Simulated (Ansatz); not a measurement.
# BPH4 (SMILES BP): methods side by side

BPH4: 6 atoms, total charge 0, spin state singlet. SMILES: `BP`. The coordinates come from a GFN2-xTB relaxation.

Quantity: the electronic atomisation energy, in eV. The values are calculated. Electronic energies at fixed atoms, without zero-point motion or spin-orbit coupling.

| level | kind | program | value (eV) | less FCI/STO-3G | CPU time (all runs) |
| --- | --- | --- | --- | --- | --- |
| HF/STO-3G | Hartree–Fock | Ansatz | 19.14 | -1.70 | 0.17 s |
| BLYP/STO-3G | GGA | Ansatz | 24.57 | +3.73 | 1.2 s |
| revPBE/STO-3G | GGA | Ansatz | 24.25 | +3.41 | 1.1 s |
| r2SCAN0/STO-3G | hybrid meta-GGA | Ansatz | 24.02 | +3.18 | 2.8 s |
| wB97M-V/STO-3G | range-separated hybrid | Ansatz | 25.05 | +4.21 | 10 s |
| wB97X/STO-3G | range-separated hybrid | Ansatz | 24.25 | +3.41 | 4.5 s |
| B2PLYP/STO-3G | double hybrid | Ansatz | 23.18 | +2.34 | 1.3 s |
| RPA@PBE/STO-3G | RPA | Ansatz | 20.90 | +0.06 | 1.5 s |
| CCSDTQ/STO-3G | coupled cluster or CI | Ansatz | 20.84 | 0.00 | 4.6 s |
| FCI/STO-3G | exact in the basis | Ansatz | 20.84 | 0.00 | 3.6 s |

FCI/STO-3G is exact within its basis and frozen core, so for wave-function methods in that basis the difference is their error; functionals converge differently with the basis, so for them it is only a difference. The values span 19.14 to 25.05 eV. All rows use very small basis sets, so none should be taken for the real molecule's value. In so small a basis fixed costs decide the times, and correlated methods can beat functionals. Times are those of the runs behind each value, whatever else they computed, on shared processors of several kinds: orders of magnitude only.

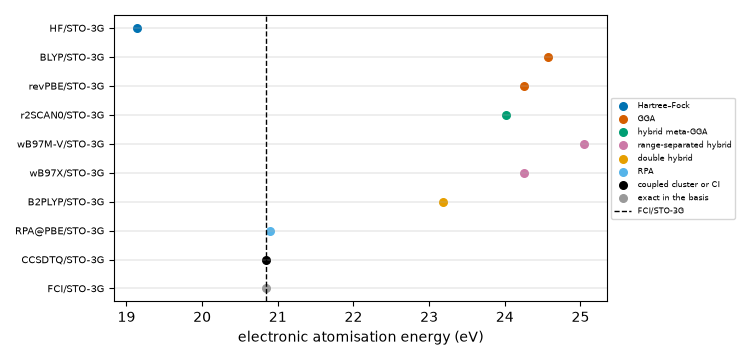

The values of the table, level by level.
